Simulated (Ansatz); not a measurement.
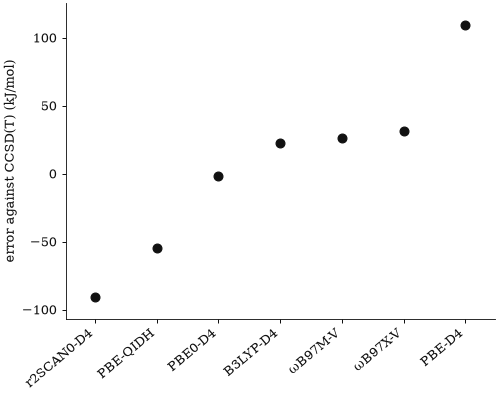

Error in the electronic atomisation energy (method less reference, so positive means overbinding) of CH₆N₂OSi, SMILES N(=C(\N)O[SiH3])/[H]: functionals in def2-TZVPP against frozen-core CCSD(T) at the limit (MP2 extrapolated from triple and quadruple zeta, plus CCSD(T) less MP2 in a smaller set), which gives 4038.0 kJ/mol, at a PBE0-D4/def2-TZVP geometry (a minimum by its frequencies), no zero-point or spin-orbit term, the Ansatz code. The reference leaves out core correlation, a term that grows with the number of heavy atoms. PBE-QIDH holds a correlation term that converges slowly with the basis, so part of the distance to the limit is basis error. No dispersion term is added to PBE-QIDH.

Q: Which of these levels overbind, and which underbind?

A: Overbind: ωB97M-V, ωB97X-V and PBE-D4. Underbind: r2SCAN0-D4 and PBE-QIDH. Within 25 kJ/mol of zero, too close to call in view of what the reference leaves out: PBE0-D4 and B3LYP-D4.

Q: Give the values.

A:
```csv
level,kJ/mol
r2SCAN0-D4,−90.6
PBE-QIDH,−54.7
PBE0-D4,−1.5
B3LYP-D4,22.6
ωB97M-V,26.2
ωB97X-V,31.4
PBE-D4,109.2
```

Limits of at least one run: one conformer of a flexible molecule.
